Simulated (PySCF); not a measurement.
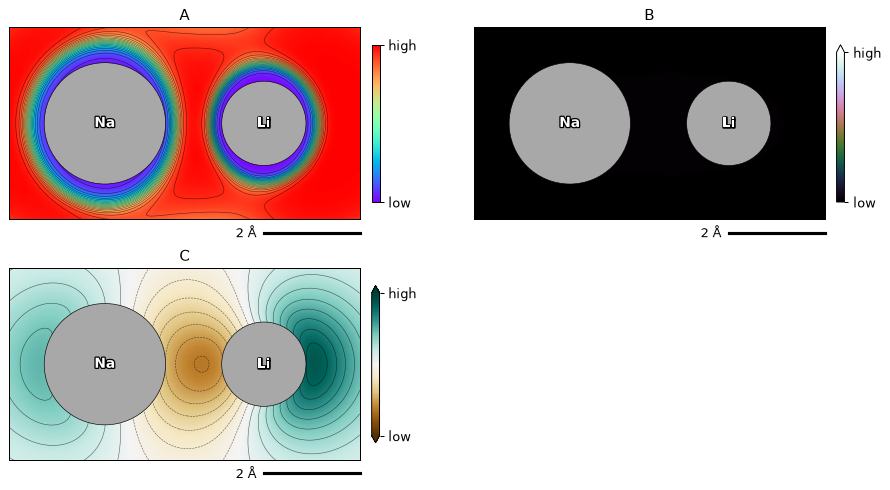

NaLi (charge −1, doublet): 3 fields on a plane that holds the molecular axis, with unlabelled colour scales. Grey discs cover the atomic cores.

⟨S²⟩ = 0.84, above the pure value of 0.75.

The calculation used PBE0/aug-cc-pVDZ-DK/X2C, spin-free X2C-1e, Gaussian nucleus, at a bond length of 3.316 Å in PySCF.

```xyz
2

Na    0.0000    0.0000   -0.7754
Li    0.0000    0.0000    2.5406
```

Match the panels to the quantities (electron density, electron localisation function and spin density).

Answer. Panel A: electron localisation function. Panel B: electron density. Panel C: spin density (confined to the atoms that carry the unpaired spin). From the grid: Na–Li (3.32 Å): ρ is about 0.05 e/Å³ halfway; the ELF peaks at about 1 between the atoms.
